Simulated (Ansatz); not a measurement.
H₂MoO₄ (SMILES [O]=[Mo](=[O])([OH])[OH])

```yaml
atoms:
  - { symbol: O, position_ang: [-0.4186, -1.8743, -0.1100] }
  - { symbol: Mo, position_ang: [0.0990, -0.3102, 0.1949] }
  - { symbol: O, position_ang: [1.0860, -0.3102, 1.5488] }
  - { symbol: O, position_ang: [-1.3707, 0.7978, 0.5225] }
  - { symbol: O, position_ang: [1.0502, 0.3086, -1.2906] }
  - { symbol: H, position_ang: [-2.2747, 0.5497, 0.3120] }
  - { symbol: H, position_ang: [1.8900, 0.7705, -1.2233] }
```

Geometry: PBE0-D4/def2-TZVP; core potentials replace the inner electrons of Mo.

Method: RKS PBE0-D4/def2-TZVPP (Ansatz 0.2.0).

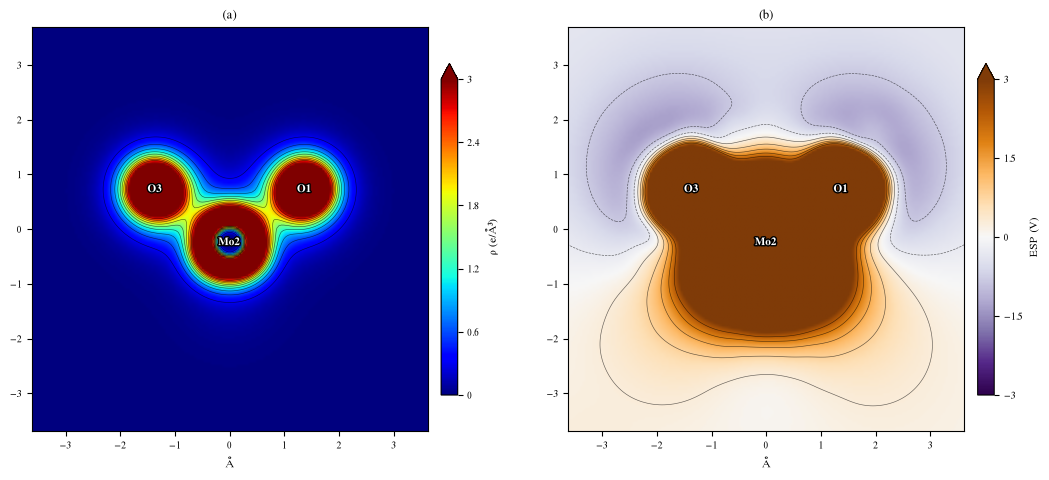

Figure 1. (a) electron density; (b) molecular electrostatic potential on the plane of atoms O1, Mo2 and O3.

**Describe what can be read from this map.**

The section cuts through O and Mo sites. Mo–O (1.68 Å): ρ is about 2 e/Å³ halfway. Outside the dense part of the molecule the potential is most negative (−1.3 V) near O1 and O3.

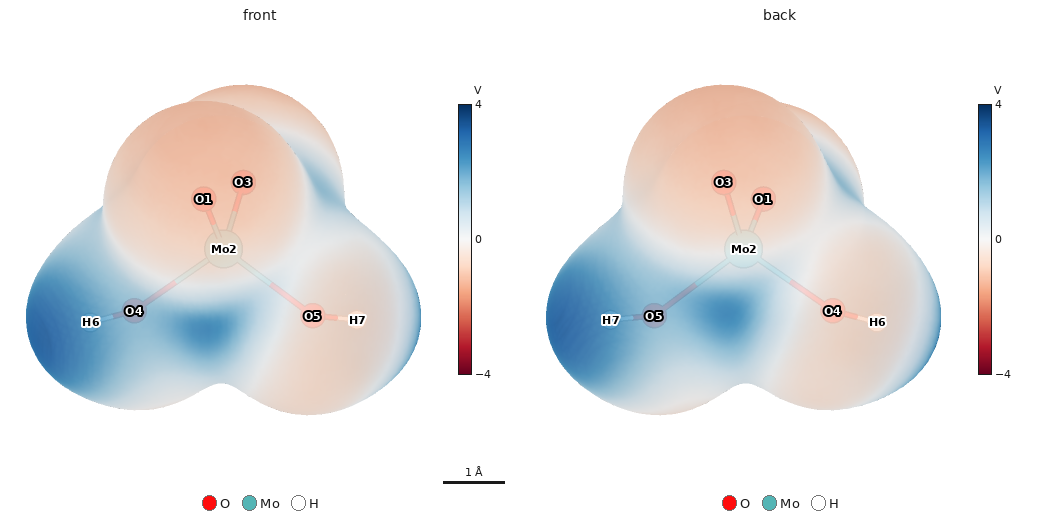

Figure 2. The molecular electrostatic potential painted on the density surface at 0.002 e/bohr³, seen from the front and from behind; red is negative and blue positive.

**Where is the surface potential most negative and most positive?**

The most negative region (about −1.2 V, or −28 kcal/mol for a unit charge) lies over O1 and O3, the most positive (about +3.2 V, or +74 kcal/mol for a unit charge) over H6 and H7.

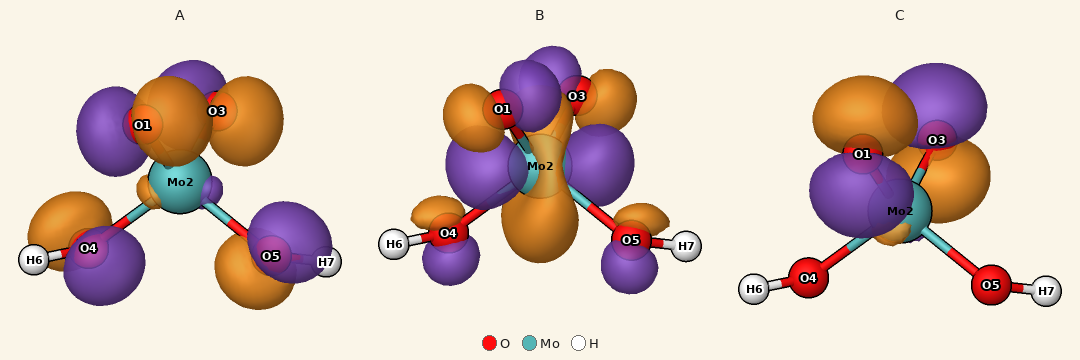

Figure 3. Three frontier orbitals at ±0.15 Å⁻³ᐟ² (orange and purple are the two phases), in no order.

**Which picture is the HOMO−1, the HOMO and the LUMO?**

A is the HOMO−1 (−9.71 eV). Its weight (Hirshfeld) is mainly on O1 (about 25 %), O3 (about 25 %), O4 (about 20 %), O5 (about 20 %) and Mo2 (about 10 %); largely a combination of lone pairs on O1, O3, O4 and O5. C is the HOMO (−9.19 eV). Its weight (Hirshfeld) is mainly on O1 (about 45 %) and O3 (about 45 %); largely a combination of lone pairs on O1 and O3. B is the LUMO (−2.15 eV). It lies mainly on Mo2 (about 60 %), O1 (about 15 %), O3 (about 15 %), O4 (about 5 %) and O5 (about 5 %).

**What is the HOMO–LUMO gap?**

7.04 eV between the orbital energies.

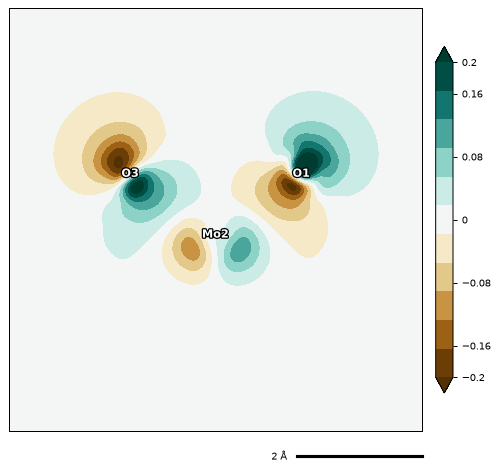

Figure 4. The HOMO−1 on the plane of atoms O1, Mo2 and O3 (values in Å⁻³ᐟ²; the overall sign is arbitrary).

**What is the character of this orbital?**

It lies mainly on O1 (about 25 %), O3 (about 25 %), O4 (about 20 %), O5 (about 20 %) and Mo2 (about 10 %); largely a combination of lone pairs on O1, O3, O4 and O5. Its energy is −9.71 eV.
